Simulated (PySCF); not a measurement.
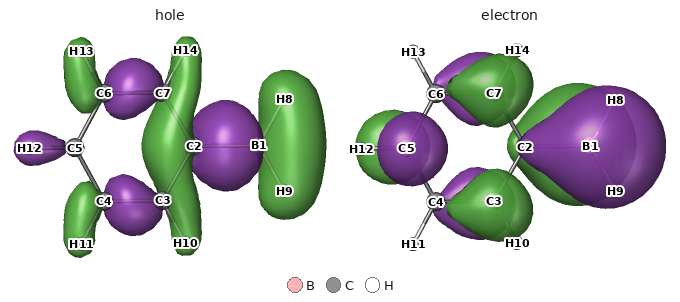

Figure. C6H7B, SMILES `Bc1ccccc1`. Leading natural transition orbital pair of S₃ (TDA singlet states); the surfaces enclose about 85 % of each orbital's density.

Method: CAM-B3LYP/6-31+G*; geometry: GFN2-xTB; program: PySCF. No frequency check shows the geometry to be a minimum.

Q: Where does the state lie, and where do hole and electron sit?

A: 5.72 eV (217 nm), f = 0.000 (very weak); the leading pair carries 99 %; hole on C2 (30 %), B1 (26 %) and C3 and C7 (8 % each), electron on B1 (45 %), C2 (10 %) and C3, C5 and C7 (9 % each); their centroids lie 0.1 Å apart. In canonical orbitals it is mainly HOMO−2 → LUMO (94 %). The HOMO–LUMO gap is 7.78 eV.
